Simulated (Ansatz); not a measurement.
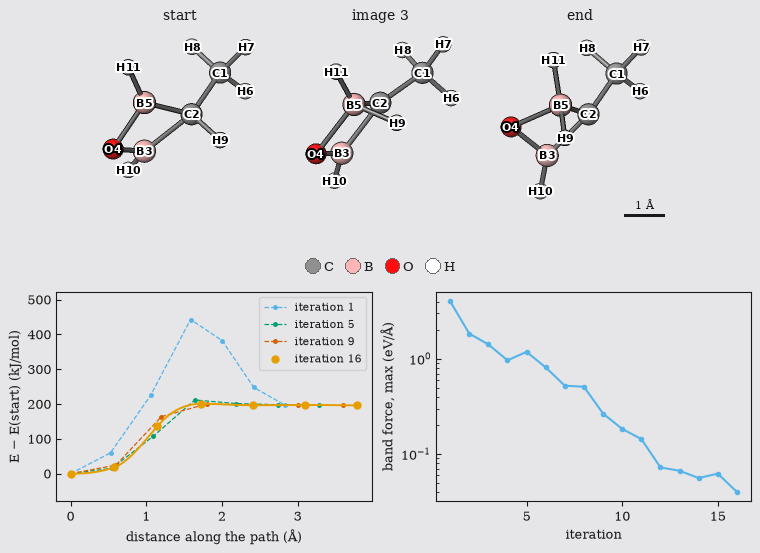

NEB run on C2H6B2O. Images are numbered from 0 (start) to 6 (end). The plot follows the band through its iterations. Style: ball-and-stick. Shown from a free direction.

Computed with UKS BLYP-D4/6-31G (Ansatz). Run with 5 movable images; climbing image; force threshold 0.05 eV/Å; iteration limit 60; starting path through a guess of the saddle point.

Did the band converge, and can the barrier be trusted?

The run is converged, with reservations. The band converged in 16 iterations. The largest component of the band force went from 4 to 0.04 eV/Å. The climbing image converged on the top of the path. Its vibrational analysis gives one imaginary mode (422i cm⁻¹), as a transition state must have. The first iteration put the highest image at 443.0 kJ/mol. Forward barrier 200.9 kJ/mol, backward barrier 4.5 kJ/mol, with image 3 at the top; the reaction energy is +196.4 kJ/mol.

The run took 5.2 min on 1 thread of Arm Neoverse V1 (shared host), peak memory 0.14 GiB.
